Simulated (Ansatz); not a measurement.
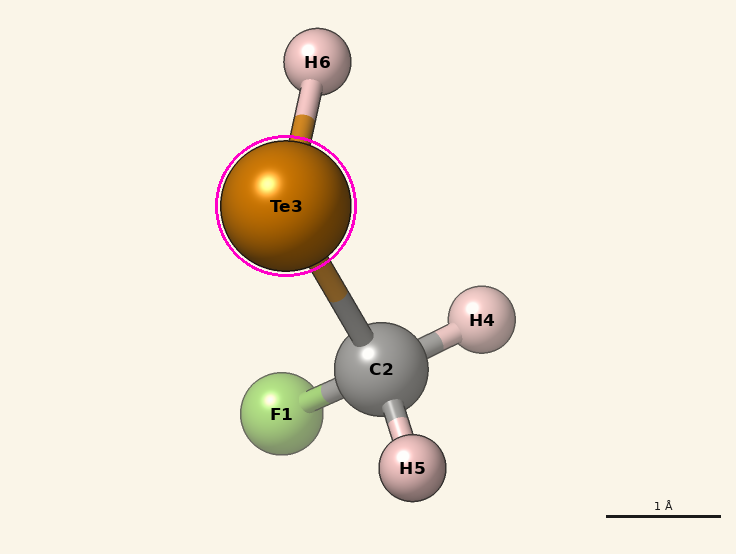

Orthographic view. Distant atoms are faded towards the background colour. Computed geometry: PBE0-D4/def2-TZVP optimisation. No frequency run is at hand to confirm it as a minimum.

Question: Name the neighbours of the circled atom.

Answer: The circled atom is Te3; it is bonded to C2, H6.

Question: Which two atoms are farthest apart in space?

Answer: H5 and H6, 3.68 Å.

Question: Which atom is nearest the viewer?

Answer: Te3, 1.2 Å in front of the mean position.

Question: Which atom is farthest from the viewer?

Answer: F1, 1.1 Å behind the mean position.
